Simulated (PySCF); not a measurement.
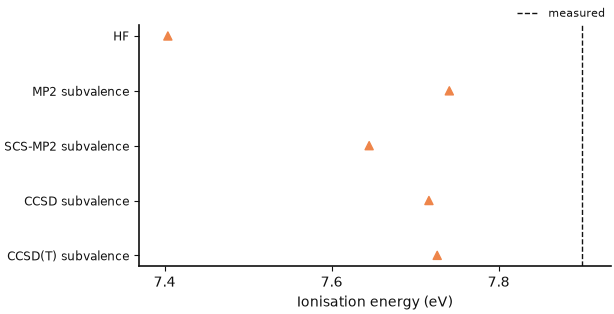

The ionisation energy of neutral germanium ([Ar] 3d¹⁰ 4s² 4p² → [Ar] 3d¹⁰ 4s² 4p) across levels of theory. PySCF, ANO-RCC-VTZP, spin-free X2C-1e, unrestricted single determinants, no spin-orbit coupling. Methods marked “subvalence” freeze 10 core electrons.

Summarise the spread and list the values.

The values run from 7.404 eV (HF) to 7.741 eV (MP2 subvalence). The measured value is 7.899 eV; nearest to it come MP2 subvalence (−0.158) and CCSD(T) subvalence (−0.173), furthest HF (−0.495 eV).

```
            Method  Ionisation energy (eV)
                HF                   7.404
    MP2 subvalence                   7.741
SCS-MP2 subvalence                   7.645
   CCSD subvalence                   7.717
CCSD(T) subvalence                   7.726
```

Note: spin-orbit shift not estimated.
